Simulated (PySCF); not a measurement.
SMILES CC(C)(C)C[SiH2]C(=O)O, GFN2-xTB optimised geometry. Atoms within 1.6 Å of the plane z = 1.2 Å (x, y, z in Å): C5 (2.12, 0.98, 1.54), Si6 (1.47, 0.07, 0.00), C7 (-0.45, 0.07, 0.00), O8 (-1.18, -0.89, -0.02), O9 (-0.93, 1.32, 0.00), H11 (1.88, -1.69, 2.38), H13 (-0.18, -0.34, 2.51), H19 (3.21, 1.06, 1.43), H20 (1.74, 2.01, 1.51), H22 (1.91, -1.32, -0.12), H23 (-1.91, 1.32, -0.02).

Method: PBE/def2-SVP in PySCF 2.14.0. Cells within 0.4 Å of a nucleus heavier than hydrogen are left out (blank, or x).

Map of the deformation density (molecule minus spherical neutral atoms) (e/bohr³) on the plane z = 1.2 Å:

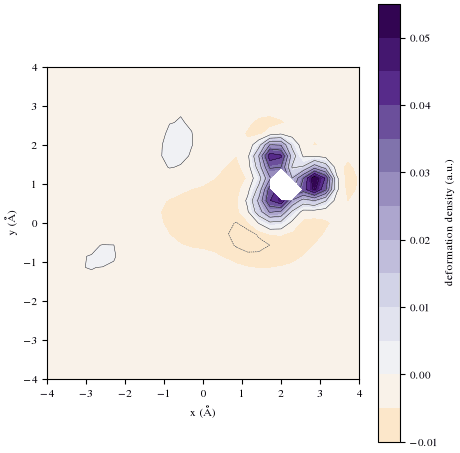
Figure: Deformation density (molecule minus spherical neutral atoms) (e/bohr³) on the plane z = 1.2 Å.
